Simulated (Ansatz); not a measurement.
# C2H8ClNSi: up Jacob's ladder to CCSD(T)

Aim: compute C2H8ClNSi with functionals from several rungs and with coupled cluster, and see how far each lands from CCSD(T) at the basis-set limit for the atomisation energy.

Computed with Ansatz 0.2.0, Gaussian basis. Level: functionals in def2-TZVPP, the program's frozen cores in correlated methods.

Levels to be run: PBE-D4, r2SCAN-D4, PBE0-D4, B3LYP-D4, ωB97X-V, ωB97M-V, B2PLYP; CCSD(T)/def2-TZVPP; MP2/def2-QZVPP; extrapolation to the limit.

## Step 1: Structure used throughout

All runs share one geometry, relaxed beforehand with PBE0-D4 in a triple-zeta def2 set.

SMILES `CNC[SiH2]Cl`, 13 atoms, charge 0, spin multiplicity 1.

Atoms are counted from 1 here; the program's logs count them from 0.

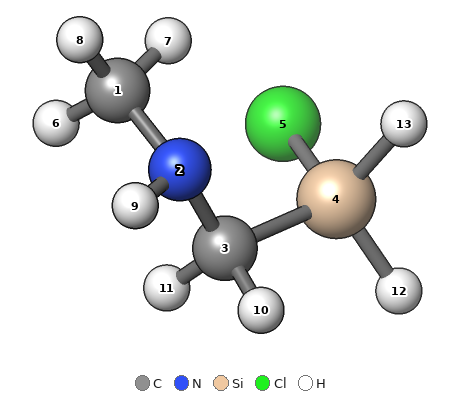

The structure; carbon grey, nitrogen blue, silicon light orange, chlorine green, hydrogen white; atoms are numbered from 1 in the order of the file.

## Step 2: PBE-D4 (GGA)

Contents of in.yaml:

```yaml
crystal:
  periodic: [false, false, false]
  atoms:
    - {symbol: C, position_ang: [-1.524550, -0.501357, 0.537935]}
    - {symbol: N, position_ang: [-0.164884, -0.638732, 1.014014]}
    - {symbol: C, position_ang: [0.839553, -0.517426, -0.024345]}
    - {symbol: Si, position_ang: [1.074224, 1.226204, -0.686003]}
    - {symbol: Cl, position_ang: [-0.318714, 1.704683, -2.134659]}
    - {symbol: H, position_ang: [-1.770035, -1.164682, -0.307816]}
    - {symbol: H, position_ang: [-1.706125, 0.524744, 0.208591]}
    - {symbol: H, position_ang: [-2.217143, -0.711130, 1.354858]}
    - {symbol: H, position_ang: [-0.059152, -1.529666, 1.481129]}
    - {symbol: H, position_ang: [1.817514, -0.773487, 0.402649]}
    - {symbol: H, position_ang: [0.687762, -1.199480, -0.881903]}
    - {symbol: H, position_ang: [2.401930, 1.312362, -1.344488]}
    - {symbol: H, position_ang: [0.960021, 2.233166, 0.394837]}
basis:
  gaussian: {orbitals: def2-TZVPP}
hamiltonian: {xc: pbe, dispersion: d4}
output: {forces: true, orbitals: {seedname: orbitals}}
```

The run is started by

```sh
$ ansatz run in.yaml --threads 4 --pin off --events-out ev --progress --plain --max-ram 10444MiB
```

The runs that follow: r2SCAN-D4 (meta-GGA); PBE0-D4 (hybrid); B3LYP-D4 (hybrid); ωB97X-V (range-separated); ωB97M-V (range-separated); B2PLYP (double hybrid); CCSD(T) in def2-TZVPP; MP2 in def2-QZVPP.

Q: Predict the results of all the runs planned. Wanted: atomisation energy, CCSD(T)/CBS; farthest; mean size of error, hybrid; mean size of error, range-separated; gap, smallest and largest; T1 diagnostic; triples share of the correlation energy.

**Answer**, as computed:

| quantity | value |
| --- | --- |
| atomisation energy, CCSD(T)/CBS | 47.434 eV |
| functionals within 0.237 eV (0.5 %) | r2SCAN-D4, PBE0-D4, B3LYP-D4, ωB97M-V |
| farthest | PBE-D4 (+0.657 eV) |
| mean size of error, hybrid | 0.048 eV |
| mean size of error, range-separated | 0.222 eV |
| gap, smallest and largest | 4.79 eV (PBE-D4), 11.61 eV (ωB97X-V) |
| T1 diagnostic | 0.0093 |
| triples share of the correlation energy | 3.8 % |

In words: PBE-D4 misses by +0.657 eV. Double hybrids carry the basis error of their MP2 part in triple zeta, and no dispersion term here, so their miss is partly the set-up's. Misses under about 0.237 eV are within the doubt on the reference itself, which lacks core-valence correlation, relativity and higher excitations. Hartree-Fock recovers 73 % of the binding; the rest is correlation. The gap grows from 4.8 to 11.6 eV across the functionals, mostly with the share of exact exchange.
